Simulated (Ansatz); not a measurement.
## Convergence study of the k-point mesh for KTlO₂ (R3m, 4 atoms in the cell)

```
KTlO2
1.0
    1.71813     0.99196     6.07173
   -1.71813     0.99196     6.07173
    0.00000    -1.98392     6.07173
K Tl O
1 1 2
Direct
  0.50274   0.50274   0.50274
  0.00000   0.00000   0.00000
  0.73208   0.73208   0.73208
  0.26792   0.26792   0.26792
```

Method of the run: LDA (PW92), default PAW files made with PBE (plane waves; Ansatz, a quantum-chemistry and plane-wave program).

Base settings: basis.ecutwfc = 420 eV; kpoints.mp_grid.grid = 8 8 8; hamiltonian.xc = lda; hamiltonian.pseudopotentials = {kind: paw} (the program's default PAW files); scf.occupations.method = fermi_dirac; scf.occupations.width = 0.02 eV.

The second cell is the first with its lattice scaled by 0.98.

Only quantities that move along the ladder and can be compared are tabulated.

The count of work is k-points × plane waves × bands × iterations; it is no time. Core times come from one kind of shared machine, to one figure; runs under 30 s give none.

The starting cell comes from a database of computed structures (which also holds hypothetical and non-ambient phases and stackings), without a prior relaxation at this level. Its lattice was rescaled by up to half a per cent. One atom was moved a little off its site on purpose. Spin-orbit coupling is off. In the base run, with a pressure of about -3 GPa the cell is away from its equilibrium volume at this level. Ansatz's pressure includes its estimate of the finite-basis (Pulay) stress.

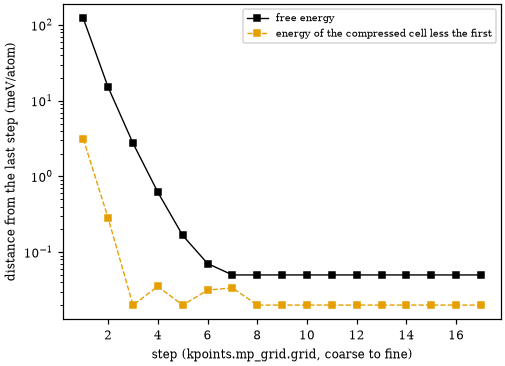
*Distance from the last step along the ladder; very small values are drawn at a floor.*

```tsv
kpoints.mp_grid.grid	free energy less the last step's (meV/atom)	energy of the compressed cell less the first (meV/atom)	pressure (GPa)	largest difference of a force vector from the last step's (eV/Å)	gap on the mesh (eV)	count of work / last	core time / last (rough)
2 2 2	122.95	2.21	-2.67	0.234	0.776	0.0030	–
3 3 3	15.13	-0.64	-3.15	0.032	0.923	0.0051	–
4 4 4	2.75	-0.94	-3.20	0.003	0.914	0.0099	–
5 5 5	0.62	-0.89	-3.22	0.000	0.929	0.014	–
6 6 6	0.17	-0.95	-3.22	0.000	0.920	0.024	–
7 7 7	0.07	-0.96	-3.22	0.000	0.925	0.034	–
8 8 8	0.02	-0.89	-3.22	0.000	0.920	0.050	–
9 9 9	0.01	-0.93	-3.22	0.000	0.924	0.065	–
10 10 10	0.00	-0.93	-3.22	0.000	0.920	0.088	–
11 11 11	0.00	-0.93	-3.22	0.000	0.923	0.11	–
12 12 12	0.01	-0.94	-3.22	0.000	0.920	0.14	–
13 13 13	-0.01	-0.92	-3.22	0.000	0.922	0.18	–
14 14 14	-0.01	-0.92	-3.22	0.000	0.920	0.22	–
16 16 16	0.00	-0.93	-3.22	0.000	0.920	0.32	0.3
18 18 18	0.00	-0.93	-3.22	0.000	0.920	0.44	0.4
20 20 20	0.00	-0.93	-3.22	0.000	0.920	0.59	0.6
22 22 22	0.00	-0.93	-3.22	0.000	0.920	0.78	0.6
24 24 24	0.00	-0.93	-3.22	0.000	0.920	1.0	1
```

Coarsest kpoints.mp_grid.grid that holds the energy of the compressed cell less the first within 0.2 meV/atom of the last step, with all finer ones: 4 4 4, at 0.0099 of the last step's count of work; the step before is off by 0.28 meV/atom.

Coarsest kpoints.mp_grid.grid that holds the free energy within 5 meV/atom of the last step, with all finer ones: 4 4 4, at 0.0099 of the last step's count of work; the step before is off by 15 meV/atom.

The energy difference between the two cells stays within 1 meV/atom of the last step's from 3 3 3 on, the total only from 5 5 5 on: much of the error is common to both cells and cancels.

The gap on the mesh jumps up and down from mesh to mesh; it is no smooth measure of convergence.

Keys are those of Ansatz 0.2.
